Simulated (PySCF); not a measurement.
# C2H6O2Si2 (SMILES O[SiH2]C#C[SiH2]O) at 6 levels

We compute a comparison of 6 runs (HF/STO-3G, HF/def2-SVP, B2PLYP/STO-3G, B3LYP/6-31G, B3LYP/6-31G*, TPSS/aug-cc-pVDZ) of C2H6O2Si2. The job is set up through a Python script.

The results are computed with PySCF 2.14.0.

### 1 The structure to begin with

C2H6O2Si2: 12 atoms, total charge 0, spin state singlet. As SMILES, `O[SiH2]C#C[SiH2]O`. The coordinates come from a PBE0-D4/def2-TZVP relaxation. This is one conformer, not always the lowest.

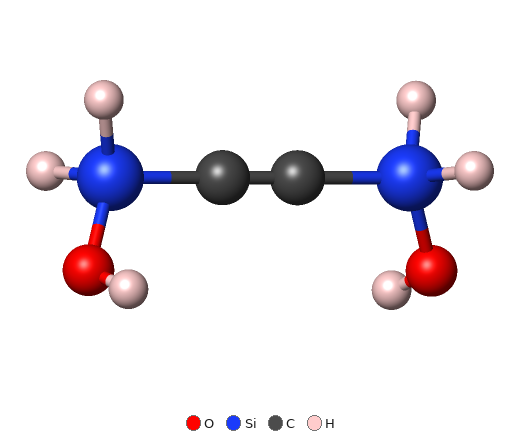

Viewed from a chosen angle; oxygen red, silicon blue, carbon dark grey, hydrogen pink.

### 2 Energy and forces at HF/STO-3G (run 1)

geometry.xyz reads:

```xyz
12

O      2.827800     1.577000     0.554700
Si     2.389100    -0.003200     0.605800
C      0.603900    -0.208700     0.254600
C     -0.586600    -0.334300     0.042700
Si    -2.371800    -0.541700    -0.307400
O     -2.831000     0.348900    -1.606600
H      2.334400     2.197600     1.092800
H      2.636700    -0.611100     1.937400
H      3.183500    -0.683100    -0.438300
H     -2.602500    -1.993800    -0.513100
H     -3.164700    -0.040200     0.834300
H     -2.341900     0.237400    -2.423000
```

job.py reads:

```python
# O[SiH2]C#C[SiH2]O
from pyscf import gto, scf

mol = gto.M(
    atom='geometry.xyz',
    max_memory=1860,
    basis='sto-3g',
    verbose=3,
    spin=0,
)

mf = scf.RHF(mol)
mf.conv_tol = 1e-10
mf.kernel()
if not mf.converged:
    mf = mf.newton().run(mf.mo_coeff, mf.mo_occ)

etot = mf.e_tot
print(f'total energy: {etot:.8f} hartree')
grad = mf.nuc_grad_method().kernel()
dip = mf.dip_moment()
pop, q = mf.mulliken_pop()
```

Run with:

```bash
$ OMP_NUM_THREADS=1 python job.py
```

Output:

```text
converged SCF energy = -797.166140192825
total energy: -797.16614019 hartree
--------------- RHF gradients ---------------
         x                y                z
0 O    -0.0314648540    -0.0047000073     0.0248507356
1 Si    -0.0009375579     0.0380453995    -0.0102346888
2 C     0.0877574398     0.0091741186     0.0154138121
3 C    -0.0877552401    -0.0091143753    -0.0154424106
4 Si     0.0004006824     0.0291884903    -0.0265509352
5 O     0.0316930920    -0.0230667465    -0.0096441284
6 H     0.0207526478    -0.0072553737    -0.0195497235
7 H     0.0031789323    -0.0122706159     0.0273002664
8 H     0.0148551076    -0.0133718274    -0.0215839561
9 H    -0.0028479435    -0.0296593479    -0.0043915569
10 H    -0.0148501979     0.0107610179     0.0230386485
11 H    -0.0207821085     0.0122692677     0.0167939369
----------------------------------------------
Dipole moment(X, Y, Z, Debye):  0.00736, -0.87200,  0.47630
 ** Mulliken pop  **
pop of  0 O 1s            1.99760
pop of  0 O 2s            1.82016
pop of  0 O 2px           1.70865
pop of  0 O 2py           1.24714
pop of  0 O 2pz           1.72374
pop of  1 Si 1s           1.99959
pop of  1 Si 2s           1.98690
pop of  1 Si 3s           1.11446
pop of  1 Si 2px          1.96327
pop of  1 Si 2py          1.96452
pop of  1 Si 2pz          1.96529
pop of  1 Si 3px          0.67514
pop of  1 Si 3py          0.61115
pop of  1 Si 3pz          0.79143
pop of  2 C 1s            1.99464
pop of  2 C 2s            1.25921
pop of  2 C 2px           1.05897
pop of  2 C 2py           1.00466
pop of  2 C 2pz           0.97827
pop of  3 C 1s            1.99464
pop of  3 C 2s            1.25920
pop of  3 C 2px           1.05888
pop of  3 C 2py           0.97544
pop of  3 C 2pz           1.00759
pop of  4 Si 1s           1.99959
pop of  4 Si 2s           1.98690
pop of  4 Si 3s           1.11446
pop of  4 Si 2px          1.96325
pop of  4 Si 2py          1.96479
pop of  4 Si 2pz          1.96504
pop of  4 Si 3px          0.67372
pop of  4 Si 3py          0.73354
pop of  4 Si 3pz          0.67045
pop of  5 O 1s            1.99760
pop of  5 O 2s            1.82015
pop of  5 O 2px           1.70787
pop of  5 O 2py           1.77848
pop of  5 O 2pz           1.19320
pop of  6 H 1s            0.81918
pop of  7 H 1s            1.16481
pop of  8 H 1s            1.15121
pop of  9 H 1s            1.16481
pop of  10 H 1s           1.15122
pop of  11 H 1s           0.81918
 ** Mulliken atomic charges  **
charge of    0O =     -0.49728
charge of    1Si =      0.92823
charge of    2C =     -0.29576
charge of    3C =     -0.29576
charge of    4Si =      0.92825
charge of    5O =     -0.49729
charge of    6H =      0.18082
charge of    7H =     -0.16481
charge of    8H =     -0.15121
charge of    9H =     -0.16481
charge of   10H =     -0.15122
charge of   11H =      0.18082
```

Run time: 3.3 s. Hardware: 1 thread of Intel Xeon at 2.70GHz, shared host; peak memory 0.12 GiB.

### 3 Energy and forces at HF/def2-SVP (run 2)

input.py reads:

```python
# O[SiH2]C#C[SiH2]O
from pyscf import gto, scf

mol = gto.Mole()
mol.atom = '''
O      5.343768     2.980098     1.048231
Si     4.514745    -0.006047     1.144796
C      1.141206    -0.394386     0.481124
C     -1.108513    -0.631735     0.080691
Si    -4.482052    -1.023665    -0.580902
O     -5.349815     0.659325    -3.036034
H      4.411377     4.152862     2.065093
H      4.982641    -1.154812     3.661155
H      6.015943    -1.290872    -0.828267
H     -4.918012    -3.767736    -0.969618
H     -5.980416    -0.075967     1.576599
H     -4.425550     0.448621    -4.578806
'''
mol.max_memory = 1860
mol.unit = 'bohr'
mol.basis = 'def2-svp'
mol.charge = 0
mol.verbose = 4
mol.build()

hf = scf.RHF(mol)
hf.conv_tol = 1e-10
hf.kernel()
if not hf.converged:
    hf = hf.newton().run(hf.mo_coeff, hf.mo_occ)

e_tot = hf.e_tot
print('E(%s) = %.9f' % ('HF', e_tot))
grad = hf.nuc_grad_method().kernel()
hf.analyze()
```

Run with:

```bash
$ OMP_NUM_THREADS=1 python input.py
```

Output:

```text
PySCF version 2.14.0

[... 92 lines left out ...]
MO #1   energy= -68.8010634750061  occ= 2
[... 10 lines left out ...]
MO #12  energy= -4.27654662903187  occ= 2
[... 10 lines left out ...]
MO #23  energy= -0.573309662019767 occ= 2
[... 10 lines left out ...]
MO #34  energy= 0.180909982159655  occ= 0
[... 10 lines left out ...]
MO #45  energy= 0.346426375422925  occ= 0
[... 10 lines left out ...]
MO #56  energy= 0.708667260051877  occ= 0
[... 10 lines left out ...]
MO #67  energy= 1.02384519230482   occ= 0
[... 10 lines left out ...]
MO #78  energy= 1.35140752379312   occ= 0
[... 10 lines left out ...]
MO #89  energy= 1.78635810993654   occ= 0
[... 10 lines left out ...]
MO #100 energy= 2.02385178263988   occ= 0
[... 10 lines left out ...]
MO #111 energy= 2.88334519976248   occ= 0
[... 10 lines left out ...]
MO #122 energy= 4.08785092906043   occ= 0
[... 98 lines left out ...]
pop of  6 H 2pz           0.00160
pop of  7 H 1s            1.15493
pop of  7 H 2s            0.00313
pop of  7 H 2px           0.00027
pop of  7 H 2py           0.00090
pop of  7 H 2pz           0.00449
pop of  8 H 1s            1.13691
pop of  8 H 2s            0.00312
pop of  8 H 2px           0.00172
pop of  8 H 2py           0.00104
pop of  8 H 2pz           0.00284
pop of  9 H 1s            1.15493
pop of  9 H 2s            0.00313
pop of  9 H 2px           0.00025
pop of  9 H 2py           0.00513
pop of  9 H 2pz           0.00028
pop of  10 H 1s           1.13691
pop of  10 H 2s           0.00312
pop of  10 H 2px          0.00172
pop of  10 H 2py          0.00080
pop of  10 H 2pz          0.00308
pop of  11 H 1s           0.64562
pop of  11 H 2s           0.01307
pop of  11 H 2px          0.00142
pop of  11 H 2py          0.00139
pop of  11 H 2pz          0.00236
 ** Mulliken atomic charges  **
charge of    0O =     -0.76120
charge of    1Si =      1.03834
charge of    2C =     -0.30391
charge of    3C =     -0.30392
charge of    4Si =      1.03833
charge of    5O =     -0.76120
charge of    6H =      0.33612
charge of    7H =     -0.16371
charge of    8H =     -0.14563
charge of    9H =     -0.16371
charge of   10H =     -0.14563
charge of   11H =      0.33613
Dipole moment(X, Y, Z, Debye):  0.00236, -0.27167,  0.14806
```

Run time: 22 s. Hardware: 1 thread of Intel Xeon at 2.70GHz, shared host; peak memory 0.33 GiB.

Run 3 isn't shown in full; the table further down has it.

### 4 Energy and gradient at B3LYP/6-31G (run 4)

run.py reads:

```python
import pyscf.grad
from pyscf import gto, dft

mol = gto.Mole()
mol.atom = [
    ('O', (2.827800, 1.577000, 0.554700)),
    ('Si', (2.389100, -0.003200, 0.605800)),
    ('C', (0.603900, -0.208700, 0.254600)),
    ('C', (-0.586600, -0.334300, 0.042700)),
    ('Si', (-2.371800, -0.541700, -0.307400)),
    ('O', (-2.831000, 0.348900, -1.606600)),
    ('H', (2.334400, 2.197600, 1.092800)),
    ('H', (2.636700, -0.611100, 1.937400)),
    ('H', (3.183500, -0.683100, -0.438300)),
    ('H', (-2.602500, -1.993800, -0.513100)),
    ('H', (-3.164700, -0.040200, 0.834300)),
    ('H', (-2.341900, 0.237400, -2.423000)),
]
mol.charge = 0
mol.basis = '6-31g'
mol.verbose = 4
mol.max_memory = 1860
mol.build()

mf = dft.RKS(mol)
mf.xc = 'b3lyp'
mf.grids.level = 5
mf.conv_tol = 1e-10
mf.kernel()
if not mf.converged:
    mf = mf.newton().run(mf.mo_coeff, mf.mo_occ)

e_tot = mf.e_tot
print('Final energy', e_tot)
grad = mf.Gradients().kernel()
mf.analyze()
```

Run with:

```bash
$ OMP_NUM_THREADS=1 python run.py
```

Output:

```text
PySCF version 2.14.0

[... 99 lines left out ...]
One-electron Energy =                -1734.499793320978824
[... 8 lines left out ...]
MO #4   energy= -19.1517768110446  occ= 2
[... 6 lines left out ...]
MO #11  energy= -3.70478181995044  occ= 2
[... 6 lines left out ...]
MO #18  energy= -0.61702480310024  occ= 2
[... 6 lines left out ...]
MO #25  energy= -0.395123863156983 occ= 2
[... 6 lines left out ...]
MO #32  energy= -0.0351905464163718 occ= 0
[... 6 lines left out ...]
MO #39  energy= 0.113187484380931  occ= 0
[... 6 lines left out ...]
MO #46  energy= 0.223204330302478  occ= 0
[... 6 lines left out ...]
MO #53  energy= 0.604952857135492  occ= 0
[... 6 lines left out ...]
MO #60  energy= 0.938507751981845  occ= 0
[... 6 lines left out ...]
MO #67  energy= 1.04035854130546   occ= 0
[... 6 lines left out ...]
MO #74  energy= 1.64529862699174   occ= 0
[... 50 lines left out ...]
pop of  4 Si 3py          0.78619
pop of  4 Si 3pz          0.65640
pop of  4 Si 4px          0.02011
pop of  4 Si 4py          0.02314
pop of  4 Si 4pz          0.01611
pop of  5 O 1s            1.99995
pop of  5 O 2s            1.63682
pop of  5 O 3s            0.00329
pop of  5 O 2px           1.77899
pop of  5 O 2py           1.82860
pop of  5 O 2pz           1.43351
pop of  5 O 3px           0.00339
pop of  5 O 3py           0.00406
pop of  5 O 3pz           0.00416
pop of  6 H 1s            0.65485
pop of  6 H 2s            0.01515
pop of  7 H 1s            1.08497
pop of  7 H 2s            0.00451
pop of  8 H 1s            1.06078
pop of  8 H 2s            0.00391
pop of  9 H 1s            1.08497
pop of  9 H 2s            0.00451
pop of  10 H 1s           1.06078
pop of  10 H 2s           0.00391
pop of  11 H 1s           0.65485
pop of  11 H 2s           0.01515
 ** Mulliken atomic charges  **
charge of    0O =     -0.69276
charge of    1Si =      0.77377
charge of    2C =     -0.25683
charge of    3C =     -0.25683
charge of    4Si =      0.77376
charge of    5O =     -0.69276
charge of    6H =      0.33000
charge of    7H =     -0.08948
charge of    8H =     -0.06468
charge of    9H =     -0.08948
charge of   10H =     -0.06469
charge of   11H =      0.33000
Dipole moment(X, Y, Z, Debye):  0.00830, -0.99348,  0.54259
```

Run time: 39 s. Hardware: 1 thread of Intel Xeon at 2.70GHz, shared host; peak memory 0.73 GiB.

Run 5 isn't shown in full; the table further down has it.

### 5 Energy and forces at TPSS/aug-cc-pVDZ (run 6)

job.py reads:

```python
# O[SiH2]C#C[SiH2]O
import pyscf.grad
from pyscf import gto, dft

mol = gto.M(
    atom='''
O        2.827800       1.577000       0.554700
Si       2.389100      -0.003200       0.605800
C        0.603900      -0.208700       0.254600
C       -0.586600      -0.334300       0.042700
Si      -2.371800      -0.541700      -0.307400
O       -2.831000       0.348900      -1.606600
H        2.334400       2.197600       1.092800
H        2.636700      -0.611100       1.937400
H        3.183500      -0.683100      -0.438300
H       -2.602500      -1.993800      -0.513100
H       -3.164700      -0.040200       0.834300
H       -2.341900       0.237400      -2.423000
''',
    max_memory=1860,
    charge=0,
    verbose=3,
    basis='aug-cc-pvdz',
    spin=0,
)

calc0 = dft.RKS(mol)
calc0.xc = 'tpss'
calc0.grids.level = 5
calc0.conv_tol = 1e-10
calc0.kernel()
if not calc0.converged:
    calc0 = calc0.newton().run(calc0.mo_coeff, calc0.mo_occ)

etot = calc0.e_tot
print('E(%s) = %.9f' % ('TPSS', etot))
grad = calc0.Gradients().kernel()
calc0.analyze()
```

Run with:

```bash
$ OMP_NUM_THREADS=1 python job.py
```

Output:

```text
converged SCF energy = -809.390254582139
[... 22 lines left out ...]
MO #13  energy= -3.53138642227586  occ= 2
[... 16 lines left out ...]
MO #30  energy= -0.263954147316462 occ= 2
[... 16 lines left out ...]
MO #47  energy= 0.069065286883812  occ= 0
[... 16 lines left out ...]
MO #64  energy= 0.169026393381514  occ= 0
[... 16 lines left out ...]
MO #81  energy= 0.309944686115037  occ= 0
[... 16 lines left out ...]
MO #98  energy= 0.462596607008748  occ= 0
[... 16 lines left out ...]
MO #115 energy= 0.653469455136442  occ= 0
[... 16 lines left out ...]
MO #132 energy= 0.924974077485471  occ= 0
[... 16 lines left out ...]
MO #149 energy= 1.28682704020305   occ= 0
[... 16 lines left out ...]
MO #166 energy= 1.74465378372216   occ= 0
[... 16 lines left out ...]
MO #183 energy= 2.20239248182286   occ= 0
[... 16 lines left out ...]
MO #200 energy= 3.82582010641173   occ= 0
[... 13 lines left out ...]
Dipole moment(X, Y, Z, Debye):  0.00079, -0.08504,  0.04616
```

Wall time 4.6 min (1 thread of Intel Xeon at 2.70GHz, shared host); peak memory 3.2 GiB.

### 6 The series

| run | level | task | frozen core orbitals | energy (Eh) | dipole moment (D) | HOMO energy (eV) | LUMO energy (eV) | wall time |
| --- | --- | --- | --- | --- | --- | --- | --- | --- |
| 1 | HF/STO-3G | gradient | – | -797.166140 | 0.99 | -8.35 | 9.48 | 3.3 s |
| 2 | HF/def2-SVP | gradient | – | -806.509563 | 0.31 | -11.00 | 2.71 | 22 s |
| 3 | B2PLYP/STO-3G | energy | 14 | -798.844427 | 0.65 | -6.40 | 6.34 | 21 s |
| 4 | B3LYP/6-31G | gradient | – | -809.110623 | 1.13 | -7.94 | -0.96 | 39 s |
| 5 | B3LYP/6-31G* (Cartesian functions) | gradient | – | -809.279554 | 0.10 | -7.74 | -0.90 | 57 s |
| 6 | TPSS/aug-cc-pVDZ | gradient | – | -809.390255 | 0.10 | -7.06 | -1.75 | 4.6 min |

### 7 Summary of results

| quantity | value |
| --- | --- |
| run 6: total energy | -809.39025 Eh |
| run 6: dipole moment | 0.10 D |
| run 6: HOMO energy | -7.06 eV |
| run 6: LUMO energy | -1.75 eV |
| run 6: HOMO–LUMO gap | 5.31 eV |
| run 6: largest force on an atom | 1.588 eV/Å |

The dipole moment (its size) runs from 0.10 D (TPSS/aug-cc-pVDZ) to 1.13 D (B3LYP/6-31G). The two ends differ in method and basis. The HOMO–LUMO gap runs from 5.31 eV (TPSS/aug-cc-pVDZ) to 17.83 eV (HF/STO-3G). Totals of different functionals can't be ranked against each other. In runs 1, 3 the basis is minimal, so the values are rough. All runs together took 7 min, the longest 4.6 min.
